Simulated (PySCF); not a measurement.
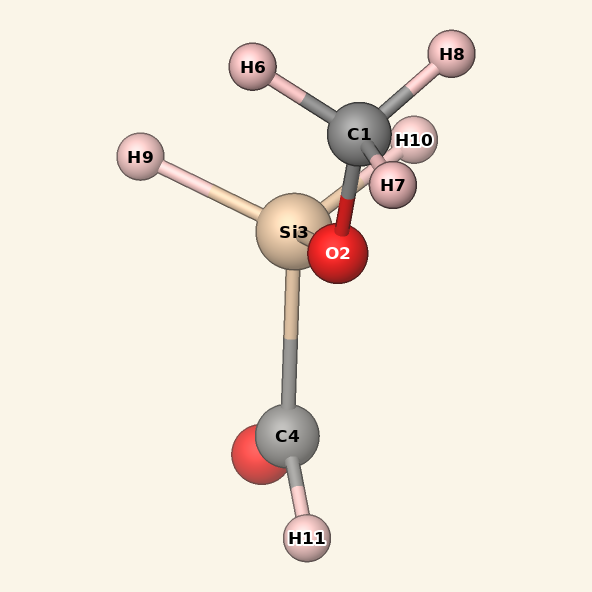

Si3 lies behind O2. The molecule seen a little off the O2–Si3 bond, O2 in front. Distant atoms are faded towards the background colour. The geometry was computed by an optimisation with PBE0-D3(BJ)/def2-SVP. No frequency run is at hand to confirm it as a minimum.

> What is the torsion angle C1–O2–Si3–C4? The sign is positive where the front bond must turn clockwise to cover the back bond.

178°, antiperiplanar (anti).
